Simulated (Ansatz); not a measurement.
## Two runs on Zn2O2

System: Zn2O2, charge −1, multiplicity 2.
Method of run A: UKS r2SCAN-D4/def2-TZVPPD (Ansatz 0.2.0).

The geometry comes from this level: PBE0-D4/def2-TZVPPD. Text and figures count atoms from 1; the logs count them from 0 in places.

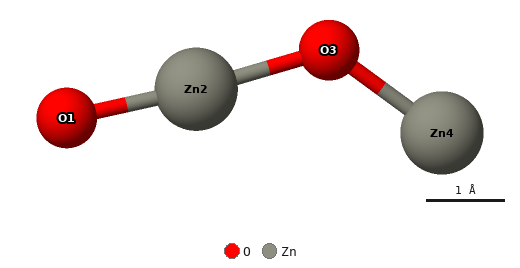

Fig. 1: The input geometry (ball-and-stick view, seen on its broad side; atoms are numbered from 1 in the order of the input). Sticks mark near contacts.

Input, run A:
```yaml
crystal:
  periodic: [false, false, false]
  atoms:
    - { symbol: O, position_ang: [-0.25840956, 0.12712363, -2.48913734] }
    - { symbol: Zn, position_ang: [0.08956925, -0.0440627, -0.81106239] }
    - { symbol: O, position_ang: [0.55719282, -0.27411006, 0.90950891] }
    - { symbol: Zn, position_ang: [-0.38835253, 0.19104913, 2.39069082] }
magnetization:
  spin_polarized: true
  initial_magnetization: 1
total_charge: -1
basis:
  gaussian: { orbitals: def2-TZVPPD.json }
hamiltonian:
  xc: r2scan
  dispersion: d4
```

Command:
```bash
ansatz run input.yaml --threads 4 --pin off --max-ram 10240MiB --backend cpu --events-out ev --progress --plain --runs-dir out
```

Hardware: 4 threads of AMD EPYC (Zen 5), 128 GiB of memory available, shared host.

Output (run A):
```
Engine: ansatz 0.2.0, x86_64-unknown-linux-gnu
Functional definition: r2SCAN
  parameter k0 = 0.174
  parameter k1 = 0.065
  parameter a1 = 4.9479
  exchange = r2scan_x(k0 = k0, k1 = k1, a1 = a1)
  correlation = r2scan_c
1382 factors; their error is unknown
mean field evaluation 1: about -100924.9302 eV, gradient 6.2e1 eV
mean field evaluation 2: about -100707.5268 eV, gradient 1.8e2 eV
mean field evaluation 4: about -100924.4881 eV, gradient 4.6e1 eV
mean field evaluation 8: about -100933.4020 eV, gradient 1.4e-1 eV
mean field evaluation 16: about -100933.4021 eV, gradient 8.8e-5 eV
mean field evaluation 32: about -100932.1083 eV, gradient 1.3e1 eV
mean field evaluation 64: about -100933.1477 eV, gradient 3.7e0 eV
mean field evaluation 96: about -100932.7274 eV, gradient 2.2e0 eV
mean field -100933.40207048 eV, -3709.2341109728 hartree, gradient 4.1e-6 eV, S^2 0.765014; 8 other end points of the search recorded, 0 dependent functions left out
reference -100933.40211006 eV, -3709.2341124276 hartree; 39, 38 occupied and 175, 176 virtual orbitals, 1382 factors
Total energy: -100933.42555547 eV, -3709.2349740306 hartree
```

The input of run B differs as follows (lines with − go, lines with + come):
```diff
-  xc: r2scan
+  xc: pbe
```

Predict how the results change.

The total energies belong to different methods, so their difference says nothing on which is more stable or more accurate. The functional changes from r2SCAN to PBE. On the same kind of shared host run B took about 0.38 times as long.

Output (run B):
```
Engine: ansatz 0.2.0, x86_64-unknown-linux-gnu
Functional definition: PBE
  parameter kappa = 0.804
  parameter beta = 0.06672455060314922
  exchange = pbe_x(kappa = kappa, mu = beta*pi^2/3)
  correlation = pbe_c(beta = beta)
1382 factors; their error is unknown
mean field evaluation 1: about -100905.2493 eV, gradient 8.0e1 eV
mean field evaluation 2: about -100725.4020 eV, gradient 2.3e2 eV
mean field evaluation 4: about -100912.3264 eV, gradient 3.9e1 eV
mean field evaluation 8: about -100917.5704 eV, gradient 6.7e0 eV
mean field evaluation 16: about -100917.7516 eV, gradient 7.7e-2 eV
mean field evaluation 32: about -100917.7517 eV, gradient 2.5e-5 eV
mean field evaluation 64: about -100917.5024 eV, gradient 1.1e-6 eV
mean field evaluation 96: about -100916.5979 eV, gradient 8.0e0 eV
mean field -100917.75167030 eV, -3708.6589693746 hartree, gradient 5.7e-6 eV, S^2 0.756634; 8 other end points of the search recorded, 0 dependent functions left out
reference -100917.75172508 eV, -3708.6589713876 hartree; 39, 38 occupied and 175, 176 virtual orbitals, 1382 factors
Total energy: -100917.85538303 eV, -3708.6627807471 hartree
```

The two runs side by side:

| quantity | run A | run B |
| --- | --- | --- |
| outcome | converged | converged |
| total energy (hartree) | −3709.234974 | −3708.662781 |
| ⟨S²⟩ | 0.765 | 0.757 |
| basis functions | 214 | 214 |
| wall time (shared host) | 21 s | 8.1 s |
